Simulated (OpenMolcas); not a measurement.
## Run report: SiH$_{3}$ (charge −1), single-point calculation

The run: single-point calculation of SiH$_{3}$, charge −1. Method and program: HF/ANO-RCC-MB, RHF, DKH2 (OpenMolcas 26.06).

The geometry comes from this level: PBE0-D4/def2-TZVPD.

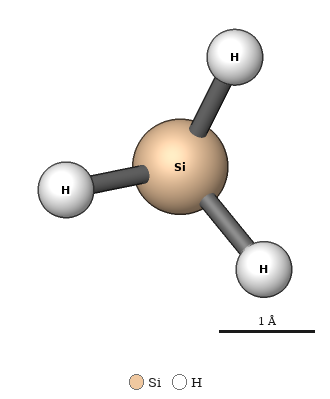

Fig. 1: The structure as given in the input (ball-and-stick view, seen on its broad side).

### Summary

- outcome: converged
- total energy: −291.170733 hartree
- basis functions: 12
- HOMO: −0.94 eV
- LUMO: 15.59 eV
- hardware: 1 thread of Intel Xeon (Sapphire Rapids), 16 GiB of memory available, shared host
- wall time: 1.7 s
- peak memory: 0.41 GiB

### The input
```
>>> EXPORT MOLCAS_PRINT=2
&gateway
xbas
Si.ANO-RCC-MB
H.ANO-RCC-MB
End of Basis
zmat
Si1
H2 1 1.545618
H3 1 1.545667 2 94.0712
H4 1 1.545715 2 94.06746 3 94.37823
End of ZMAT
&seward
relativistic
R02E00
&scf
charge
-1
prorbitals
1 2
```

Command:
```bash
export MOLCAS_MEM=1860
pymolcas step1.inp > step1.log
```

### The program's output
```
--- Start Module: gateway ---

                                              &GATEWAY

                       available to each process: 1.9 GB of memory, 1 thread

++    Symmetry information:
      ---------------------

                    Character Table for C1

                             E
                    a        1  x, y, xy, Rz, z, xz, Ry, yz, Rx, I
--

++    Basis set information:
      ----------------------

      Basis set label: SI.ANO-RCC...3S2P.

      Electronic valence basis set:
      ------------------
      Associated Effective Charge  14.000000 au
      Associated Actual Charge     14.000000 au
      Nuclear Model: Point charge

      Shell  nPrim  nBasis  Cartesian Spherical Contaminant
         s      17       3        X
         p      12       2        X

      Basis set label: H.ANO-RCC...1S.

      Electronic valence basis set:
      ------------------
      Associated Effective Charge   1.000000 au
      Associated Actual Charge      1.000000 au
      Nuclear Model: Point charge

      Shell  nPrim  nBasis  Cartesian Spherical Contaminant
         s       8       1        X
--

++    Molecular structure info:
      -------------------------

                    ************************************************
                    **** Cartesian Coordinates / bohr, angstrom ****
                    ************************************************

     Center  Label                x              y              z                     x              y              z
        1      SI1              0.000000       0.000000       0.000000              0.000000       0.000000       0.000000
        2      H2               0.000000       0.000000       2.920795              0.000000       0.000000       1.545618
        3      H3               2.913517       0.000000      -0.207372              1.541767       0.000000      -0.109736
        4      H4              -0.222426      -2.905118      -0.207188             -0.117703      -1.537322      -0.109639

                    ***************************************
                    *    InterNuclear Distances / bohr    *
                    ***************************************

               1 SI1           2 H2            3 H3            4 H4
    1 SI1      0.000000
    2 H2       2.920795        0.000000
    3 H3       2.920887        4.274810        0.000000
    4 H4       2.920978        4.274747        4.274793        0.000000

                    *******************************************
                    *    InterNuclear Distances / angstrom    *
                    *******************************************

               1 SI1           2 H2            3 H3            4 H4
    1 SI1      0.000000
    2 H2       1.545618        0.000000
    3 H3       1.545667        2.262132        0.000000
    4 H4       1.545715        2.262099        2.262123        0.000000

                    **************************************
                    *    Valence Bond Angles / degree    *
                    **************************************
                          Atom centers                 Phi
                      2 H2       1 SI1      3 H3        94.07
                      2 H2       1 SI1      4 H4        94.07
                      3 H3       1 SI1      4 H4        94.07
--

            Nuclear Potential Energy             15.08098526 au

--- Stop Module: gateway /rc=_RC_ALL_IS_WELL_ ---

--- Start Module: seward ---

                                              &SEWARD

                       available to each process: 1.9 GB of memory, 1 thread

               SEWARD will generate:
                  Multipole Moment integrals up to order  2
                  Kinetic Energy integrals
                  Nuclear Attraction integrals (point charge)
                  One-Electron Hamiltonian integrals
                  Velocity integrals
                  Relativistic Douglas-Kroll-Hess integrals:
                    - Parametrization         : EXP
                    - DKH order of Hamiltonian: 2
                    - DKH order of Properties : 0
                         - multipole moment operators
                         - electric potential operators
                         - contact operators
                  Orbital angular momentum around (  0.0875  -0.0944   0.0815 )
                  Velocity quadrupole around (  0.0875  -0.0944   0.0815 )
                  Atomic mean-field integrals
                  Two-Electron Repulsion integrals

                   Integrals are discarded if absolute value <: 1.00E-14
                   Integral cutoff threshold is set to       <: 1.00E-16

            Nuclear Potential Energy             15.08098526 au

      Basis set specifications :
      Symmetry species         a
      Basis functions           12

--- Stop Module: seward /rc=_RC_ALL_IS_WELL_ ---

--- Start Module: scf ---

                                                &SCF

                       available to each process: 1.9 GB of memory, 1 thread

++    Input section:
      --------------

      Header of the integral files:

      Cartesian coordinates in angstrom:
      -----------------------------------------------------
      No.  Label        X            Y            Z
      -----------------------------------------------------
       1   SI1        0.00000000   0.00000000   0.00000000
       2   H2         0.00000000   0.00000000   1.54561800
       3   H3         1.54176666   0.00000000  -0.10973628
       4   H4        -0.11770295  -1.53732240  -0.10963904
      -----------------------------------------------------
      Nuclear repulsion energy =   15.08098526
--

++    Orbital specifications:
      -----------------------

      Symmetry species               1
                                     a
      Frozen orbitals                0
      Aufbau                         9
      Start temperature = 0.500
      End temperature   = 0.010
      Temperature Factor= 0.460
      Deleted orbitals               0
      Total number of orbitals      12
      Number of basis functions     12
--

      Molecular charge                          -1.000

++    Optimization specifications:
      ----------------------------

      SCF Algorithm: Conventional
      Minimized density differences are used
      Number of density matrices in core                 5
      Maximum number of NDDO SCF iterations            400
      Maximum number of HF SCF iterations              400
      Threshold for SCF energy change             1.00E-09
      Threshold for density matrix                1.00E-04
      Threshold for Fock matrix                   1.50E-04
      Threshold for linear dependence             1.00E-09
      Threshold at which DIIS is turned on        1.50E-01
      Maximum depth in the DIIS procedure                5
      Maximum depth in the BFGS Hessian update          30
      Threshold at which QNR/C2DIIS is turned on  7.50E-02
      Threshold for Norm(delta) (QNR/C2DIIS)      1.00E-03
      All orbitals punched on: SCFORB
--

      Input vectors read from INPORB
      Orbital file label: *Guess orbitals

++ Convergence information
                                   SCF        iterations: Energy and convergence statistics

Iter     Tot. SCF        One-elec.       Two-elec.     Energy      Max Dij or  Max Fij      DNorm      TNorm      AccCon     Time
         Energy          Energy          Energy        Change      Delta Norm                                                in Sec.
   1  -289.374703812  -437.923227060   133.467537986   0.00E+00    5.26E-02*   1.57E-01*    7.40E+00   5.27E+01   None         0.
   2  -290.095365665  -438.426618507   133.250267580  -7.21E-01*   1.48E-02*   1.74E-02*    2.36E+00   5.26E+01   EDIIS        0.
   3  -290.915177950  -438.456063295   132.459900083  -8.20E-01*   1.50E-02*   1.06E-02*    1.08E+00   5.25E+01   EDIIS        0.
   4  -291.164105235  -438.494967944   132.249877447  -2.49E-01*   1.72E-02*   7.27E-03*    1.79E-01   5.25E+01   EDIIS        0.
   5  -291.170716771  -438.415865352   132.164163319  -6.61E-03*   3.72E-03*   1.44E-03*    6.43E-02   5.25E+01   EDIIS        0.
   6  -291.170731883  -438.406877340   132.155160194  -1.51E-05*   1.39E-03*   5.39E-04*    8.51E-03   5.25E+01   EDIIS        0.

       Fermi aufbau procedure completed!
      nOcc=    9

   7  -291.170733005  -438.405955647   132.154237380  -1.12E-06*   5.15E-05    2.78E-04*    2.48E-04   5.25E+01   c2DIIS       0.
   8  -291.170733148  -438.405653586   132.153935177  -1.43E-07*   5.54E-06    3.30E-06     1.45E-05   5.25E+01   QNRc2DIIS    0.
   9  -291.170733148  -438.405656619   132.153938209  -6.35E-11    1.85E-06    1.01E-06     6.65E-04   5.25E+01   QNRc2DIIS    0.

       Convergence after   9 Iterations
--

 *****************************************************************************************************************************
 *                                             SCF/KS-DFT Program, Final results                                             *
 *                                                       Final Results                                                       *
 *****************************************************************************************************************************

::    Total SCF energy                               -291.1707331476
      One-electron energy                            -438.4056566185
      Two-electron energy                             132.1539382087
      Nuclear repulsion energy                         15.0809852622
      Kinetic energy (interpolated)                   295.5590632570
      Virial theorem                                    0.9851524428
      Total spin, S(S+1)                                0.0000000000
      Total spin, S                                     0.0000000000
      Max non-diagonal density matrix element           0.0000034163
      Max non-diagonal Fock matrix element              0.0000003100

      All orbitals with orbital energies smaller than  E(LUMO)+0.5 are printed

++    Molecular orbitals:
      -------------------

      Title: SCF orbitals

      Molecular orbitals for symmetry species 1: a

      Basis set list:
        1 SI1    1s                  7 SI1    3py
        2 SI1    2s                  8 SI1    2pz
        3 SI1    3s                  9 SI1    3pz
        4 SI1    2px                10 H2     1s
        5 SI1    3px                11 H3     1s
        6 SI1    2py                12 H4     1s

  Index Energy  Occupation Coefficients ...

    1  -68.6179    2.0000          1 SI1    1s     ( 1.000),

    2   -5.8400    2.0000          2 SI1    2s     ( 1.000),

    3   -3.9156    2.0000          4 SI1    2px    (-0.548),     8 SI1    2pz    ( 0.813),

    4   -3.9156    2.0000          4 SI1    2px    ( 0.608),     6 SI1    2py    ( 0.760),

    5   -3.9129    2.0000          4 SI1    2px    ( 0.574),     6 SI1    2py    (-0.620),     8 SI1    2pz    ( 0.535),

    6   -0.4367    2.0000          3 SI1    3s     ( 0.584),

    7   -0.1878    2.0000          9 SI1    3pz    ( 0.350),    10 H2     1s     ( 0.557),    11 H3     1s     (-0.455),

    8   -0.1878    2.0000          7 SI1    3py    ( 0.341),    11 H3     1s     ( 0.380),    12 H4     1s     (-0.584),

    9   -0.0347    2.0000          3 SI1    3s     (-0.599),     5 SI1    3px    ( 0.433),     7 SI1    3py    (-0.468),     9 SI1    3pz    ( 0.404),

   10    0.5729    0.0000          5 SI1    3px    ( 0.646),     7 SI1    3py    ( 0.894),    11 H3     1s     (-0.578),    12 H4     1s     ( 0.897),

   11    0.5729    0.0000          5 SI1    3px    (-0.690),     9 SI1    3pz    ( 0.914),    10 H2     1s     (-0.852),    11 H3     1s     ( 0.702),

   12    0.7405    0.0000          3 SI1    3s     (-1.176),     7 SI1    3py    ( 0.593),    10 H2     1s     ( 0.774),    11 H3     1s     ( 0.774),
                                  12 H4     1s     ( 0.774),

--

++    Molecular charges:
      ------------------

      Mulliken charges per centre and basis function type
      ---------------------------------------------------

                SI1     H2      H3      H4
      1s       2.0000  1.1960  1.1960  1.1960
      2s       1.9993  0.0000  0.0000  0.0000
      2px      2.0001  0.0000  0.0000  0.0000
      2pz      2.0001  0.0000  0.0000  0.0000
      2py      2.0001  0.0000  0.0000  0.0000
      3s       1.5124  0.0000  0.0000  0.0000
      3px      0.9642  0.0000  0.0000  0.0000
      3pz      0.9343  0.0000  0.0000  0.0000
      3py      1.0015  0.0000  0.0000  0.0000
      Total   14.4120  1.1960  1.1960  1.1960

      N-E     -0.4120 -0.1960 -0.1960 -0.1960

      Total electronic charge=   18.000000

      Total            charge=   -1.000000
--

++    Static properties:
      ------------------

      LoProp Charges per center

                   SI1      H2       H3       H4
      Nuclear     14.0000   1.0000   1.0000   1.0000
      Electronic -14.5181  -1.1606  -1.1606  -1.1606

      Total       -0.5181  -0.1606  -0.1606  -0.1606
--

++    Natural Bond Order analysis
      ---------------------------
      Based on LoProp computed density
      -------------------------------------------------------------------------------------
      Atom A       Atom B       Bond Order | Atom A       Atom B       Bond Order
        SI1          H2             0.787  |   SI1          H3             0.784
        SI1          H4             0.780  |
      -------------------------------------------------------------------------------------
      NBO located      4.702 electrons involved in    3 bonds.
      The remaining    5.290 electrons are to be considered as diffuse
--

++    Molecular properties:
      ---------------------

      Charge (e):
                      =   -1.0000
      Dipole Moment (debye):
      Origin of the operator (angstrom)=    0.0463   -0.0500    0.0431
                   X=  6.3647E-02               Y= -6.8517E-02               Z=  5.9386E-02           Total=  1.1078E-01
      Center of Charge (angstrom)
                     X=    0.03304547               Y=   -0.03571351               Z=    0.03075243
      Quadrupole Moment (debye*angstrom):
      Origin of the operator (angstrom)=    0.0463   -0.0500    0.0431
                  XX= -2.2451E+01              XY=  7.3678E-01              XZ= -6.3564E-01              YY= -2.2563E+01
                  YZ=  6.8621E-01              ZZ= -2.2360E+01
      In traceless form (debye*angstrom)
                  XX=  1.1137E-02              XY=  1.1052E+00              XZ= -9.5345E-01              YY= -1.5810E-01
                  YZ=  1.0293E+00              ZZ=  1.4696E-01
--

--- Stop Module: scf /rc=_RC_ALL_IS_WELL_ ---

.##################.
.# Happy landing! #.
.##################.

    Timing: Wall=1.54 User=1.15 System=0.33
```

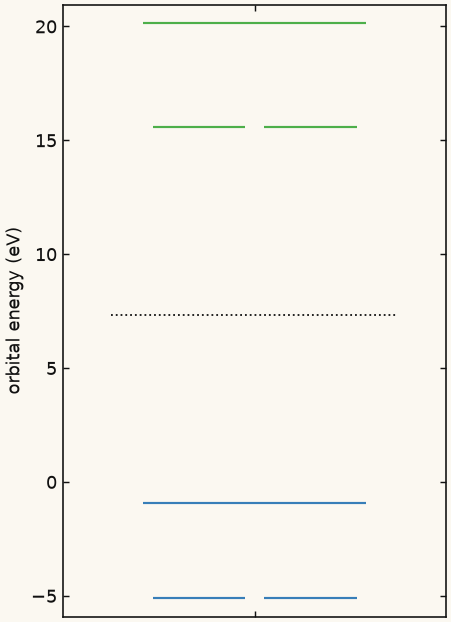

Fig. 2: Orbital energies near the frontier; the dotted line parts filled from empty levels, and levels within 0.02 eV of each other stand side by side. Highest filled −0.94 eV, lowest empty 15.59 eV, 16.53 eV apart.
